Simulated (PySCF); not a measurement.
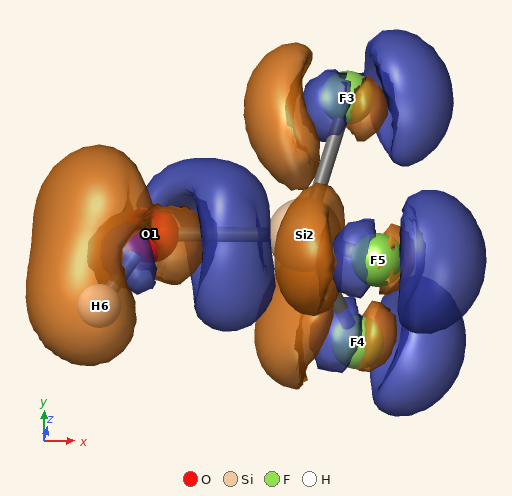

F3HOSi, SMILES `O[Si](F)(F)F`. Change of the electron density in a uniform field of 0.21 V/Å, surfaces at ±0.0015 e/Å³ (orange: gain, blue: loss).

Level of theory: B3LYP/def2-SVPD (PySCF), at a geometry from GFN2-xTB. No frequency check shows the geometry to be a minimum.

Cartesian coordinates (Å):

```
O1      -1.6054   -0.0359    0.0015
Si2     -0.0179    0.0051    0.0000
F3       0.4220    1.5127   -0.0033
F4       0.6336   -0.7007   -1.2554
F5       0.6360   -0.6956    1.2570
H6      -2.1300   -0.8323    0.0023
```

Along which Cartesian direction does the field point?

Along +x: electrons gather on the −x side, against the field.

How large is the response?

The induced dipole is 0.29 D (along the field); α along this axis, from the fields in both directions, is 28 bohr³ (4.2 Å³).

Which atoms gain and lose the most charge?

Electrons gather most on O1 (Hirshfeld charge changes by −0.006 e) and leave F4 and F5 alike most (+0.004 e); 0.031 electrons are displaced in all.

The PySCF run took 20 s on 1 thread of Arm Neoverse V2 (shared host), peak memory 0.57 GiB.
